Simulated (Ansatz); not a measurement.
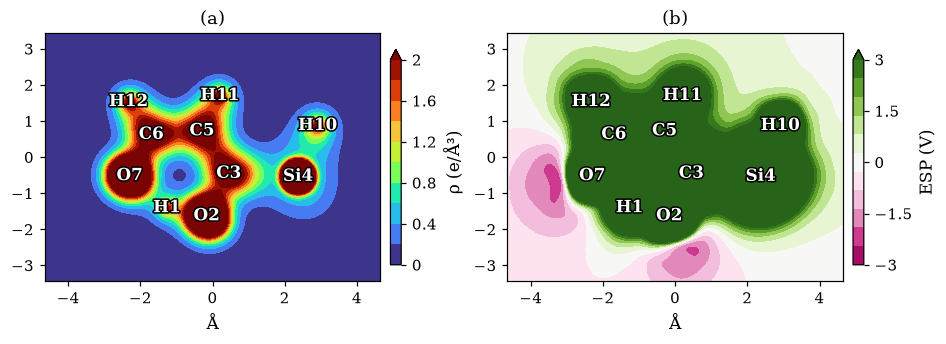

Figure. C3H6O2Si. (a) electron density; (b) electrostatic potential on the plane of atoms C5, C6 and H12.

The calculation used Ansatz, UKS LDA/6-31G.

```xyz
12

H     0.1577   -0.9329   -1.7734
O     0.2363   -1.3571   -0.7322
C     0.0596   -0.3347    0.0964
Si    0.1433   -0.7746    1.9498
C    -0.1671    0.9443   -0.4054
C    -0.2022    1.1116   -1.8044
O    -0.0311    0.1186   -2.6144
H     1.4978   -1.3753    2.2462
H    -0.9361   -1.7863    2.2583
H    -0.0658    0.4843    2.7633
H    -0.3136    1.7941    0.2658
H    -0.3788    2.1081   -2.2500
```

> What do the fields say about this system?

The section cuts through H, O, C and Si sites.
C–O (1.29 Å): ρ is about 2.5 e/Å³ halfway.
C–C (1.39 Å): the density is about 2 e/Å³ at the midpoint.
C–Si (1.91 Å): the density is about 0.81 e/Å³ at the midpoint.
C–H (1.09 Å): ρ at the midpoint is about 1.9 e/Å³.
O–H (1.13 Å): the density is about 2.6 e/Å³ at the midpoint.
Outside the dense part of the molecule the potential is most negative (−2.1 V) near O7.
